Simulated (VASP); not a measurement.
Band structure of AlGa$_{3}$N$_{4}$ (ordered alloy cell). Level of theory: PBEsol GGA, VASP's PBE PAW potentials (set 64) (plane waves; VASP).

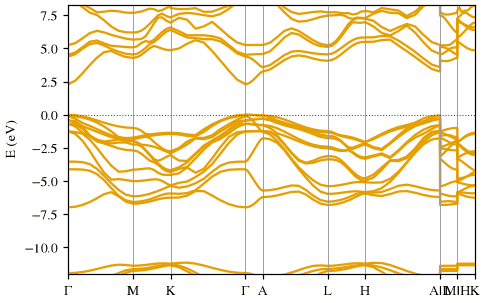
Figure. Bands along high-symmetry lines, zero at the valence-band maximum or, without a gap, the Fermi level

**Question.** Read the plot: is there a gap, and where are the band edges?

**Answer.** The gap is direct, 2.31 eV, from the valence maximum at Γ to the conduction minimum at Γ. (Edges off the drawn lines would not show.)

The structure was generated: AlGa3N4 was put into an ordered model structure (P3m1), which need not be its known phase. It was relaxed first.
